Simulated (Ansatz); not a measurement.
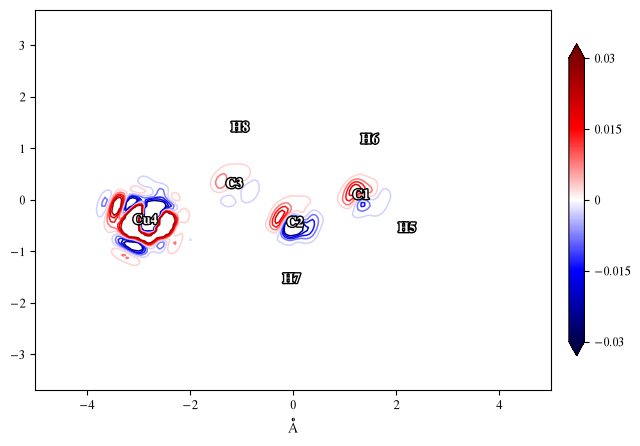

*C₃H₄Cu (SMILES [CH2]/C=[CH]/[Cu]) (doublet). The HOMO−1 (β) on the molecular plane (values in Å⁻³ᐟ²; the overall sign is arbitrary).*

Geometry: B3LYP-D3(BJ)/def2-SVP.

These are results of isolated molecule in a Gaussian basis; Kohn-Sham density functional theory, functional PBE0 in Ansatz, not measurements.

The calculation's input:

```
crystal:
  periodic: [false, false, false]
  atoms:
    - {symbol: C, position_ang: [-1.870202, 0.713845, -0.378601]}
    - {symbol: C, position_ang: [-0.856998, 0.905463, 0.548877]}
    - {symbol: C, position_ang: [-1.031109, 1.452456, 1.822783]}
    - {symbol: Cu, position_ang: [0.316939, 1.716781, 3.080550]}
    - {symbol: H, position_ang: [-1.668903, 0.279781, -1.361319]}
    - {symbol: H, position_ang: [-2.903156, 0.993682, -0.149510]}
    - {symbol: H, position_ang: [0.151652, 0.598894, 0.243009]}
    - {symbol: H, position_ang: [-2.052831, 1.750951, 2.102776]}
basis:
  gaussian:
    orbitals: def2-TZVPD
hamiltonian:
  xc: {name: PBE0}
magnetization:
  spin_polarized: true
  initial_magnetization: 1
output: {forces: true, orbitals: {seedname: orbitals}}
```

Launched as:

```sh
ansatz run input.yaml --threads 2 --pin off --max-ram 4350MiB --events-out events.jsonl --progress --plain --runs-dir runs
```

**Describe this orbital and give its energy.**

It lies mainly on C2 (about 35 %), Cu4 (about 30 %), C1 (about 20 %) and C3 (about 10 %); it changes sign across the molecular plane (π type); π-bonding across C1–C2, C2–C3 and C3–Cu4. Its energy is −7.53 eV.
